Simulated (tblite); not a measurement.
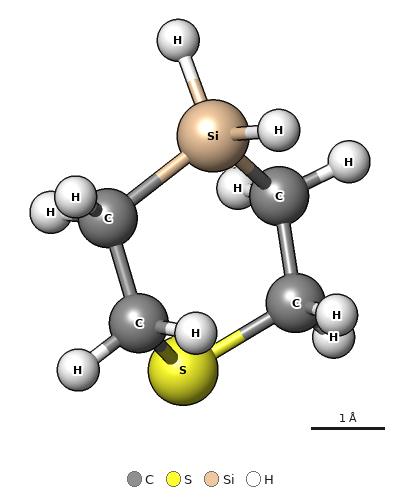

**Figure 1.** The structure (ball-and-stick view, seen at a tilt). Bond lengths as drawn: C–C 1.52 Å, C–H 1.09 Å, C–S 1.82 Å, C–Si 1.91 Å and H–Si 1.46 to 1.47 Å.

**Run report: C$_{4}$H$_{10}$SSi, relaxed scan**

The run: relaxed scan of C$_{4}$H$_{10}$SSi. Method and program: GFN2-xTB relaxed scan under a harmonic restraint, gas phase (tblite 0.8.0).

The program's output:
```
point  coordinate     E/eV
  0     56.200     -506.88262
  1     42.700     -506.78446
  2     28.800     -506.66821
  3     14.700     -506.56199
  4      0.400     -506.48957
  5    -13.900     -506.46907
  6    -28.300     -506.50431
  7    -42.400     -506.58250
  8    -56.400     -506.67879
  9    -70.000     -506.76884
```

This output came from the following input.

Input:
```
{"job": {"xc": "GFN2-xTB", "basis": "xTB", "coordinate": [["t", [1, 2, 3, 4], 1.0]], "kind": "drive"}, "charge": 0, "multiplicity": 1}
C      1.561276     0.095900    -0.398602
C      1.271940    -1.007147     0.606964
S     -0.221181    -1.963822     0.187564
C     -1.501696    -0.705781     0.500436
C     -1.470637     0.425644    -0.514776
Si     0.168134     1.394546    -0.442052
H      2.515321     0.559741    -0.140597
H      1.688057    -0.357432    -1.383176
H      1.132427    -0.607894     1.613105
H      2.073969    -1.746393     0.631164
H     -2.443065    -1.255606     0.457464
H     -1.356641    -0.337636     1.517600
H     -1.617280     0.002372    -1.509955
H     -2.319612     1.085512    -0.325501
H      0.306787     2.255922    -1.616645
H      0.204602     2.171018     0.805597
```

The first line tells a small driver script what to run in tblite; the rest is the geometry in Å.

Launched with:
```bash
OMP_NUM_THREADS=1 python <driver script> task.json out
```

Summary:

```csv
quantity,value
outcome,converged
hardware,"1 CPU thread, shared host"
wall time,2.2 s
peak memory,0.19 GiB
```
